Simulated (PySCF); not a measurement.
## Electronic structure of C$_{2}$H$_{11}$NOSi$_{2}$ in real space

```yaml
atoms:
  - { symbol: C, position_ang: [-1.7649, -1.2948, -0.2087] }
  - { symbol: C, position_ang: [-1.5099, 0.1268, 0.2786] }
  - { symbol: Si, position_ang: [-0.0120, 0.9311, -0.5660] }
  - { symbol: N, position_ang: [0.3462, 2.3763, 0.3020] }
  - { symbol: O, position_ang: [1.3081, -0.0073, -0.4464] }
  - { symbol: Si, position_ang: [2.3325, -1.0257, 0.2760] }
  - { symbol: H, position_ang: [-2.5979, -1.7508, 0.3258] }
  - { symbol: H, position_ang: [-1.9985, -1.3001, -1.2714] }
  - { symbol: H, position_ang: [-0.8804, -1.9097, -0.0548] }
  - { symbol: H, position_ang: [-1.3527, 0.1079, 1.3585] }
  - { symbol: H, position_ang: [-2.4049, 0.7264, 0.1074] }
  - { symbol: H, position_ang: [-0.1767, 1.0435, -2.0199] }
  - { symbol: H, position_ang: [-0.3733, 3.0694, 0.4198] }
  - { symbol: H, position_ang: [1.2307, 2.8243, 0.1258] }
  - { symbol: H, position_ang: [2.0007, -1.1584, 1.6951] }
  - { symbol: H, position_ang: [2.1867, -2.3060, -0.4183] }
  - { symbol: H, position_ang: [3.6593, -0.4407, 0.0868] }
```

Geometry: GFN2-xTB.

Level of theory: PBE0/pcSseg-1, SCF density, gas phase, non-relativistic in PySCF 2.14.0.

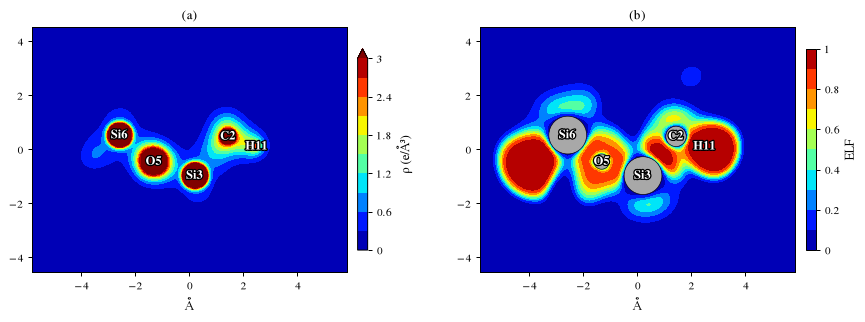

Figure 1. (a) electron density; (b) electron localisation function on the plane of atoms Si3, C2 and H11. Grey discs cover the atomic cores in the ELF map.

Read the bonding off the picture.

- The section cuts through C, Si, O and H sites.
- Si–O (1.61 Å): the density is about 1.2 e/Å³ at the midpoint; the ELF peaks at about 0.85 between the atoms, as expected for a polar covalent bond.
- C–Si (1.90 Å): ρ is about 0.95 e/Å³ halfway; the ELF peaks at about 0.95 between the atoms (localised, covalent bonding).
- C–H (1.09 Å): the density is about 1.9 e/Å³ at the midpoint; the ELF climbs to about 1 towards the hydrogen, as it does in any bond to H (a covalent bond by its length).
- The ELF also peaks beside O5, away from the bonds: lone-pair regions.

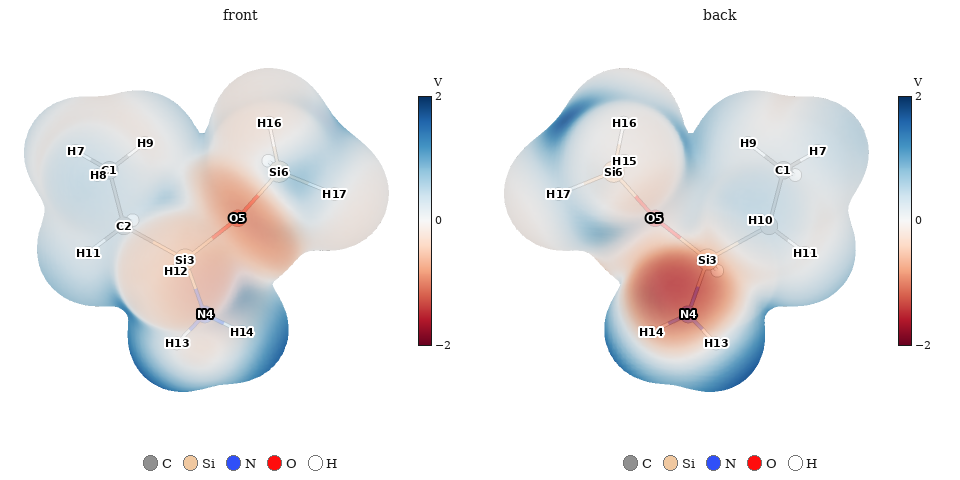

Figure 2. The molecular electrostatic potential painted on the density surface at 0.002 e/bohr³, seen from the front and from behind; the colour scale runs from red (negative) to blue (positive).

Describe the electrostatic potential map.

The most negative region (about −1.4 V, or −32 kcal/mol for a unit charge) lies over N4, the most positive (about +1.6 V, or +37 kcal/mol for a unit charge) over Si6, H13 and H14. N4 is the likeliest acceptor of a hydrogen bond.
